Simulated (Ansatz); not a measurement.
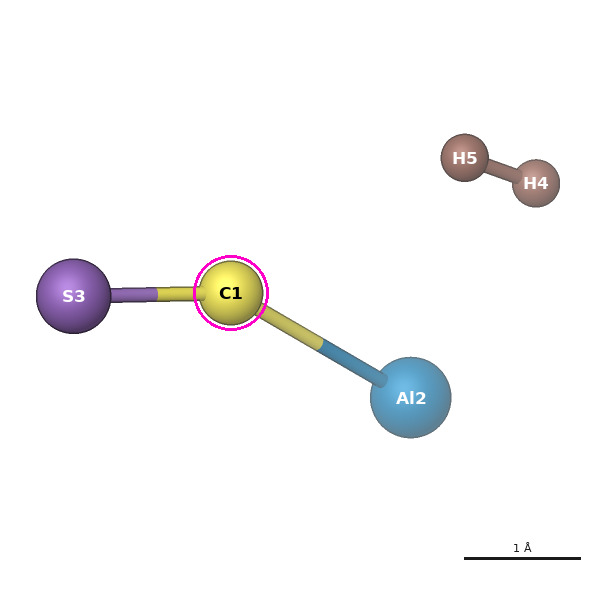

Orthographic view. Atoms fade into the background with distance from the viewer. State: charge +1, singlet. The computed structure is the end point of a PBE-D4/def2-SVP optimisation. No frequency run is at hand to confirm it as a minimum.

**Name the neighbours of the circled atom.**

The circled atom is C1; it is bonded to Al2, S3.

**Which atom is nearest the viewer?**

S3, 1.1 Å in front of the mean position.

**Which atom is farthest from the viewer?**

Al2, 0.9 Å behind the mean position.

**Which two atoms are farthest apart in space?**

S3 and H4, 4.40 Å.
